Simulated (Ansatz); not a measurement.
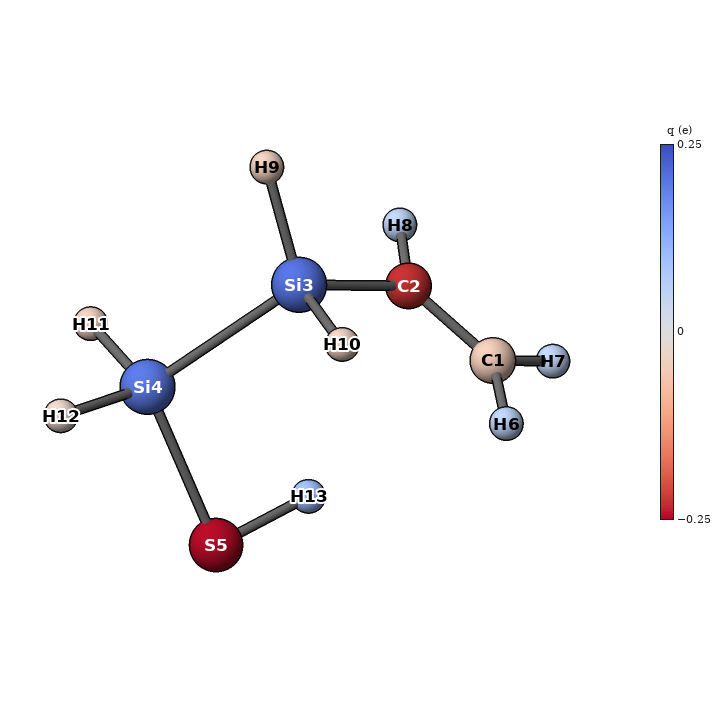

Atoms are coloured by their Mulliken charges. The computed structure is the end point of a PBE-D4/def2-SVP optimisation. No frequency run is at hand to confirm it as a minimum. Level of theory: RKS PBE-D4/def2-SVP (Ansatz 0.2.0).

List the Mulliken charges.

```
atom  value (e)
  C1      −0.05
  C2      −0.23
 Si3       0.21
 Si4       0.20
  S5      −0.25
  H6       0.05
  H7       0.05
  H8       0.05
  H9      −0.04
 H10      −0.03
 H11      −0.04
 H12      −0.02
 H13       0.10
```

Mulliken values depend strongly on the basis set and can even reverse the polarity of a bond.
